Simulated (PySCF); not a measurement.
Te(H)(F), SMILES F[TeH] (HFTe) at its PBE0/def2-SVP optimised geometry (Å):

```
3

Te    -0.9167    -0.8333     0.0000
H     -1.0263     0.8333     0.0000
F      1.0263    -0.8333     0.0000
```

Method: PBE0/def2-TZVP, def2 effective core potentials past Kr run with PySCF 2.14.0. The core electrons that the potentials of Te replace are not part of the density.

Map of the Laplacian of the electron density (e/bohr⁵), clipped to [-1.50, 1.50] on the plane z = 0.6 Å:

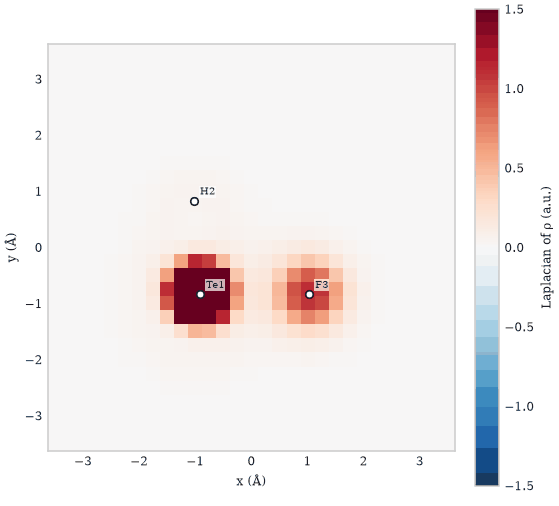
Figure. Laplacian of the electron density (e/bohr⁵), clipped to [-1.50, 1.50] on the plane z = 0.6 Å.
